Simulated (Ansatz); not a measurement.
Start from BAs in the zinc blende structure (space group F-43m, No. 216; a = 4.809 Å).

Structures relaxed with DFT with PBE, PAW potentials and a 420 eV plane-wave cutoff in Ansatz (a quantum-chemistry and plane-wave program), without spin-orbit coupling.

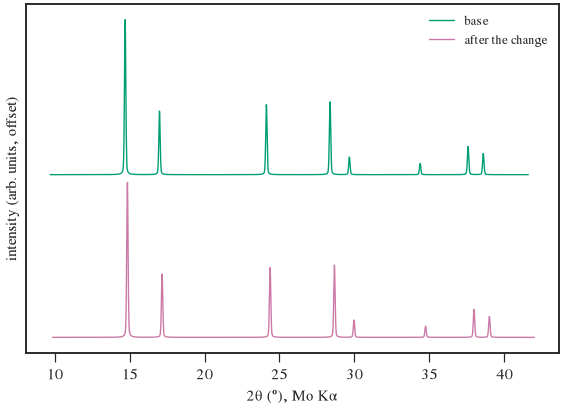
Figure. Simulated powder patterns before (top) and after one change

Question: What was done to the base?
A. isotropic strain −1.00 %
B. isotropic strain +3.00 %
C. isotropic strain +2.00 %
D. isotropic strain +2.50 %

Answer: A, isotropic strain −1.00 %. Its volume per atom is 13.49 Å³ against 13.90 Å³, and its space group is F-43m (No. 216).

Whether these cells are dynamically stable was not tested.
